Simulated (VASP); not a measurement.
Band structure of CeIn3 (space group Pm-3m). Calculation: PBEsol GGA, VASP's PBE PAW potentials (set 64) (plane waves; VASP 6.6.1).

Unless said otherwise, spin-orbit coupling is left out, though it shifts the bands of the heavy elements here.

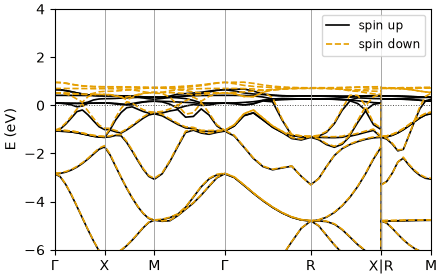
Figure. Bands along high-symmetry lines, zero at the valence-band maximum or, without a gap, the Fermi level

### Question
Read the plot: is there a gap, and where are the band edges?

### Answer
It has no gap at this level: it comes out as a metal or semimetal.

The structure comes from a measured CeIn3 entry (Pm-3m) of the Crystallography Open Database, whose conditions weren't checked. The cell was not relaxed at this level. VASP warned that the highest band is occupied, so more bands are needed.
